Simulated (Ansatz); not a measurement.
**Ta(NH)(OH)3 (H₄NO₃Ta): one molecule under many settings**

How do the results and run time of Ta(NH)(OH)3 (H₄NO₃Ta) respond when the settings are drawn wide?

Program: Ansatz 0.2.0, Gaussian basis. Level of theory: the settings change from run to run. These are calculated values, not measurements.

## (1) The molecule

The geometry comes from an earlier relaxation with PBE0-D4/def2-SVP; it is a stationary point, not always the lowest conformer. Ta takes a core potential in def2 sets; no spin-orbit term is included.

9 atoms, charge 0, spin multiplicity 1.

Atoms are counted from 1 here; the program's logs count them from 0.

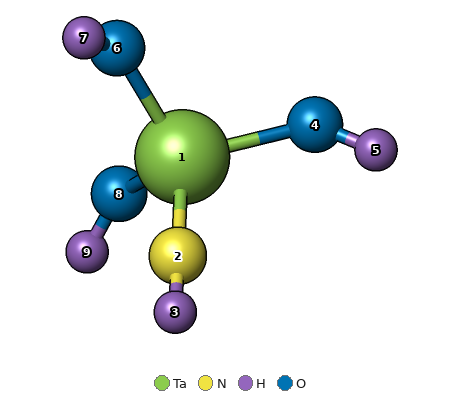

The geometry (tantalum green, nitrogen yellow, hydrogen purple, oxygen blue); atoms are numbered from 1 in the order of the file.

## (2) SPW92/def2-mTZVP

Options: charge +1, multiplicity 2, finite nuclei.

Contents of in.yaml:

```yaml
crystal:
  periodic: [false, false, false]
  atoms:
    - {symbol: Ta, position_ang: [-0.001159, 0.000184, -0.233885]}
    - {symbol: N, position_ang: [0.023596, 0.002680, 1.536388]}
    - {symbol: H, position_ang: [0.037354, 0.004440, 2.547617]}
    - {symbol: O, position_ang: [1.745575, 0.423608, -0.888971]}
    - {symbol: H, position_ang: [2.584992, 0.624752, -0.469944]}
    - {symbol: O, position_ang: [-1.257808, 1.307483, -0.843705]}
    - {symbol: H, position_ang: [-1.844774, 1.921172, -0.396793]}
    - {symbol: O, position_ang: [-0.522798, -1.734868, -0.848182]}
    - {symbol: H, position_ang: [-0.764989, -2.549462, -0.402525]}
basis:
  gaussian: {orbitals: def2-mTZVP, nuclear_model: gaussian}
total_charge: 1
magnetization: {spin_polarized: true, initial_magnetization: 1}
hamiltonian: {xc: {name: SPW92}}
scf: {omitted_lower_state_checks: [starts]}
```

The run is started by

```
> ansatz run in.yaml --threads 4 --pin off --events-out ev --progress --plain --max-ram 3916MiB
```

The log of the run:

```text
Functional definition: SPW92
  name "SPW92"
  cite "Dirac, Proc. Camb. Phil. Soc. 26, 376 (1930) doi:10.1017/S0305004100016108"
  cite "Slater, Phys. Rev. 81, 385 (1951) doi:10.1103/PhysRev.81.385"
  cite "Perdew & Wang, Phys. Rev. B 45, 13244 (1992) doi:10.1103/PhysRevB.45.13244"
  exchange = slater_x
  correlation = pw_c
these checks for a lower state are left out or cut short: starts
1107 factors; their error is unknown
mean field evaluation 1: about -9148.5781 eV, gradient 1.1e2 eV
mean field evaluation 2: about -8771.9037 eV, gradient 2.7e2 eV
mean field evaluation 4: about -9165.3054 eV, gradient 7.2e1 eV
mean field evaluation 8: about -9185.7371 eV, gradient 1.6e1 eV
mean field evaluation 16: about -9186.9438 eV, gradient 5.3e0 eV
mean field evaluation 32: about -9187.0756 eV, gradient 4.7e-4 eV
mean field -9187.07560437 eV, -337.6188012370 hartree, gradient 2.4e-6 eV, S^2 0.754399; 0 other end points of the search recorded, 0 dependent functions left out
reference -9187.07564114 eV, -337.6188025882 hartree; 24, 23 occupied and 115, 116 virtual orbitals, 1107 factors
Total energy: -9187.07564114 eV, -337.6188025882 hartree
Checks for a lower state left out: starts
```

It took 3.8 s on 4 threads of Arm Neoverse V2, shared host.

⟨S²⟩ 0.754.

## (3) wB97X-V/def2-mTZVPP

Options: unrestricted orbitals, atoms shaken by 0.03 Å, the search for lower states set to light.

Contents of in.yaml:

```yaml
crystal:
  periodic: [false, false, false]
  atoms:
    - {symbol: Ta, position_ang: [0.005861, 0.015246, -0.230247]}
    - {symbol: N, position_ang: [0.062617, 0.015426, 1.526486]}
    - {symbol: H, position_ang: [0.108236, 0.007035, 2.570347]}
    - {symbol: O, position_ang: [1.760084, 0.433549, -0.934606]}
    - {symbol: H, position_ang: [2.569879, 0.605037, -0.478462]}
    - {symbol: O, position_ang: [-1.297364, 1.303630, -0.819640]}
    - {symbol: H, position_ang: [-1.804817, 1.898593, -0.402996]}
    - {symbol: O, position_ang: [-0.460692, -1.760281, -0.852449]}
    - {symbol: H, position_ang: [-0.766817, -2.513021, -0.418923]}
basis:
  gaussian: {orbitals: def2-mTZVPP}
magnetization: {spin_polarized: true, initial_magnetization: 0}
hamiltonian: {xc: {name: wB97X-V}}
scf: {lower_state_search: light}
output: {forces: true}
```

Same command.

The log of the run, cut to the lines that bear on the results:

```text
Functional definition: wB97X-V
  name "wB97X-V"
  cite "Mardirossian & Head-Gordon, Phys. Chem. Chem. Phys. 16, 9904 (2014) doi:10.1039/C3CP54374A"
  cite "Becke, J. Chem. Phys. 107, 8554 (1997) doi:10.1063/1.475007"
  cite "Vydrov & Van Voorhis, J. Chem. Phys. 133, 244103 (2010) doi:10.1063/1.3521275"
[...]
      + integral(e_c_pw_opposite_spin*poly(b97_u_opposite, cos0, cos1)) + vv10(b, c)
1198 factors; their error is unknown
373 factors; integrals over basis functions are off by at most 7.9e-6 eV
[...]
mean field -9252.25704509 eV, -340.0141750021 hartree, gradient 8.8e-5 eV, S^2 0.000000; 0 other end points of the search recorded, 0 dependent functions left out
[...]
reference -9252.25704336 eV, -340.0141749386 hartree; 24, 24 occupied and 128, 128 virtual orbitals, 1198 factors
Total energy: -9252.25704336 eV, -340.0141749386 hartree
Atom 0 at     0.005861     0.015246    -0.230247 Å, force     0.181555    -0.435653    -0.547482 eV/Å
Atom 1 at     0.062617     0.015426     1.526486 Å, force     0.115685     0.020115     2.141944 eV/Å
Atom 2 at     0.108236     0.007035     2.570347 Å, force    -0.086102     0.015508    -1.630297 eV/Å
Atom 3 at     1.760084     0.433549    -0.934606 Å, force    -0.942144    -0.130149    -0.339928 eV/Å
Atom 4 at     2.569879     0.605037    -0.478462 Å, force     0.637203     0.143372     0.408614 eV/Å
Atom 5 at    -1.297364     1.303630    -0.819640 Å, force     2.958989    -3.400040    -2.514824 eV/Å
Atom 6 at    -1.804817     1.898593    -0.402996 Å, force    -2.886119     3.357285     2.432583 eV/Å
Atom 7 at    -0.460692    -1.760281    -0.852449 Å, force     0.733997     2.275555    -1.112941 eV/Å
Atom 8 at    -0.766817    -2.513021    -0.418923 Å, force    -0.713064    -1.845995     1.162332 eV/Å
Dipole moment:    -0.012325     0.026680     0.455726 e Å
```

Run time: 11 s. Hardware: 4 threads of Arm Neoverse V2, shared host; peak memory 0.7 GiB.

Largest force 5.161 eV/Å, dipole 2.19 D, ⟨S²⟩ 0.000.

## (4) RPA/def2-SVPD

This run has charge -1, multiplicity 2, relativity set to scalar, correlated electrons set to all.

Contents of in.yaml:

```yaml
crystal:
  periodic: [false, false, false]
  atoms:
    - {symbol: Ta, position_ang: [-0.001159, 0.000184, -0.233885]}
    - {symbol: N, position_ang: [0.023596, 0.002680, 1.536388]}
    - {symbol: H, position_ang: [0.037354, 0.004440, 2.547617]}
    - {symbol: O, position_ang: [1.745575, 0.423608, -0.888971]}
    - {symbol: H, position_ang: [2.584992, 0.624752, -0.469944]}
    - {symbol: O, position_ang: [-1.257808, 1.307483, -0.843705]}
    - {symbol: H, position_ang: [-1.844774, 1.921172, -0.396793]}
    - {symbol: O, position_ang: [-0.522798, -1.734868, -0.848182]}
    - {symbol: H, position_ang: [-0.764989, -2.549462, -0.402525]}
basis:
  gaussian: {orbitals: def2-SVPD}
total_charge: -1
magnetization: {spin_polarized: true, initial_magnetization: 1}
hamiltonian: {xc: {name: HF}, pseudopotentials: {relativity: scalar}}
correlation: {method: rpa, electrons: all}
scf: {omitted_lower_state_checks: [starts]}
```

Same command.

The log of the run:

```text
Functional definition: HF
  name "HF"
  cite "Fock, Z. Phys. 61, 126 (1930) doi:10.1007/BF01340294"
  parent pbe
  exchange = exact_x
  correlation = 0
these checks for a lower state are left out or cut short: starts
1493 factors; integrals over basis functions are off by at most 1.2e-3 eV
mean field evaluation 1: about -9186.5458 eV, gradient 4.0e1 eV
mean field evaluation 2: about -9186.6609 eV, gradient 4.0e1 eV
mean field evaluation 4: about -9193.3303 eV, gradient 5.0e0 eV
mean field evaluation 8: about -9193.5131 eV, gradient 5.5e-1 eV
mean field evaluation 16: about -9193.5206 eV, gradient 1.7e-6 eV
mean field -9193.52056189 eV, -337.8556490572 hartree, gradient 3.7e-6 eV, S^2 0.752070; 0 other end points of the search recorded, 0 dependent functions left out
reference -9193.52056189 eV, -337.8556490572 hartree; 25, 24 occupied and 131, 132 virtual orbitals, 1493 factors
Total energy: -9225.64800570 eV, -339.0363108407 hartree
Relativity: scalar
Checks for a lower state left out: starts
```

It took 6.5 s on 4 threads of Arm Neoverse V2, shared host.

⟨S²⟩ 0.752.

## (5) wB97/def2-SVPD

Options: a grid of angular degree 11.

Changes to in.yaml since step 4:

```diff
@@ -13,7 +13,5 @@
 basis:
-  gaussian: {orbitals: def2-SVPD}
-total_charge: -1
-magnetization: {spin_polarized: true, initial_magnetization: 1}
-hamiltonian: {xc: {name: HF}, pseudopotentials: {relativity: scalar}}
-correlation: {method: rpa, electrons: all}
+  gaussian: {orbitals: def2-SVPD, final_grid: {core_spheres: 5, valence_spheres: 4, degree: 11}}
+hamiltonian: {xc: {name: wB97}}
 scf: {omitted_lower_state_checks: [starts]}
+output: {forces: true}
```

Launched as before.

The log of the run, cut to the lines that bear on the results:

```text
Functional definition: wB97
  name "wB97"
  cite "Chai & Head-Gordon, J. Chem. Phys. 128, 084106 (2008) doi:10.1063/1.2834918"
  cite "Becke, J. Chem. Phys. 107, 8554 (1997) doi:10.1063/1.475007"
[...]
  # The coefficients of nought are those of the uniform gas.
[...]
      + integral(e_c_pw_opposite_spin*poly(b97_u_opposite, 1, cos1, cos2, cos3, cos4))
[...]
1302 factors; their error is unknown
601 factors; integrals over basis functions are off by at most 1.5e-5 eV
[...]
mean field -9246.80588020 eV, -339.8138483871 hartree, gradient 1.4e-5 eV, S^2 0.000000; 0 other end points of the search recorded, 0 dependent functions left out
[...]
reference -9246.80586642 eV, -339.8138478808 hartree; 24, 24 occupied and 132, 132 virtual orbitals, 1302 factors
Total energy: -9246.80586642 eV, -339.8138478808 hartree
Atom 0 at    -0.001159     0.000184    -0.233885 Å, force     0.163114     0.037007     0.904001 eV/Å
Atom 1 at     0.023596     0.002680     1.536388 Å, force    -0.031602    -0.005620    -0.236774 eV/Å
Atom 2 at     0.037354     0.004440     2.547617 Å, force    -0.002905     0.000011    -0.098251 eV/Å
Atom 3 at     1.745575     0.423608    -0.888971 Å, force     0.381772     0.093102    -0.154888 eV/Å
Atom 4 at     2.584992     0.624752    -0.469944 Å, force     0.011055     0.001460    -0.027679 eV/Å
Atom 5 at    -1.257808     1.307483    -0.843705 Å, force    -0.421654     0.300397    -0.103796 eV/Å
Atom 6 at    -1.844774     1.921172    -0.396793 Å, force     0.071034     0.006677    -0.087663 eV/Å
Atom 7 at    -0.522798    -1.734868    -0.848182 Å, force    -0.236728    -0.457713    -0.107538 eV/Å
Atom 8 at    -0.764989    -2.549462    -0.402525 Å, force     0.065914     0.024678    -0.087412 eV/Å
Dipole moment:     0.005020     0.000757     0.397298 e Å
Checks for a lower state left out: starts
```

It took 1.6 s on 4 threads of Arm Neoverse V2, shared host.

Largest force 0.919 eV/Å, dipole 1.91 D.

## (6) All runs side by side

| level | charge | multiplicity | geometry | functions | energy (eV) | time |
| --- | --- | --- | --- | --- | --- | --- |
| SPW92/def2-mTZVP | 1 | 2 | relaxed | 139 | -9187.076 | 3.8 s |
| wB97X-V/def2-mTZVPP | 0 | 1 | shaken | 152 | -9252.257 | 11 s |
| RPA/def2-SVPD | -1 | 2 | relaxed | 156 | -9225.648 | 6.5 s |
| wB97/def2-SVPD | 0 | 1 | relaxed | 156 | -9246.806 | 1.6 s |

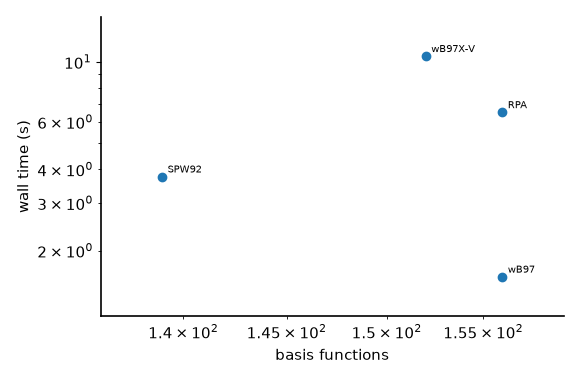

Wall time against the number of basis functions (shared host).

## (7) Outcome

| quantity | value |
| --- | --- |
| runs | 4 |
| quickest | wB97/def2-SVPD, 1.6 s |
| slowest | wB97X-V/def2-mTZVPP, 11 s |

What this shows: The runs differ in state or geometry as well as level, so their energies can't be set against each other. Run time spans a factor of 7, from wB97/def2-SVPD to wB97X-V/def2-mTZVPP. The jobs differ in tasks and options as well as level. At the PBE0-D4/def2-SVP geometry and in the same state, runs without warnings or point charges leave forces up to 0.92 eV/Å (wB97/def2-SVPD), against 5.2 eV/Å where the atoms were moved.
